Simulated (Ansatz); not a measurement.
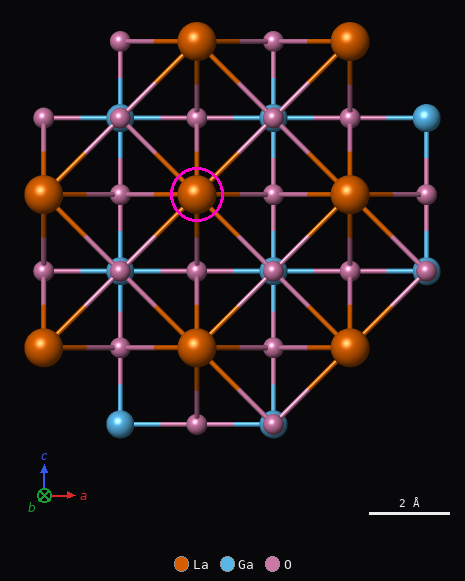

Perfect LaGaO3. Style: ball-and-stick. Shown: the atoms within 6.0 Å of one point, in a slice 4.2 Å thick across the line of sight, along the b axis.

Computed with Ansatz, DFT, PBEsol, PAW, plane waves. Settings: plane-wave cutoff 420 eV; k-point mesh 1 × 1 × 1; mesh shifted by (0.25, 0.25, 0.25); collinear spin. Fermi-Dirac smearing of 0.01 eV. A uniform background neutralises the charged cell. The axes drawn are those of the host's conventional cell.

An extra silicon atom is put between the host's atoms (an interstitial) at the ringed place, in charge state −1. The supercell has 40 sites, and the atoms are relaxed at the host's cell.

Q: Predict the relaxed surroundings of the defect.

A: The Si atom starts with 4 O at 1.93 to 1.94 Å, 2 La at 1.93 Å around its place and ends with 2 O at 1.80 to 1.85 Å, 1 Ga at 2.12 Å. Of the host's atoms, an oxygen atom moves furthest from its site, by 0.96 Å. The Si atom itself moves 1.19 Å from where it was put. The cell's net moment is 1.00 μB.

The relaxed defect, seen from the same direction:

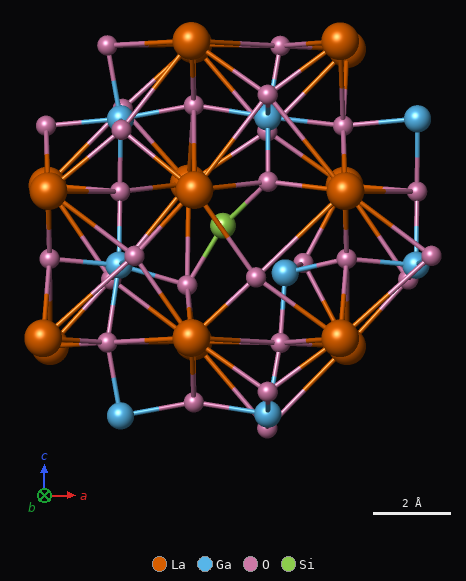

Limits of the set-up: the periodic images lie only 7.7 Å apart, so the values are limited by the cell's size; the cell is charged, on a uniform background, and energies carry no finite-size correction.
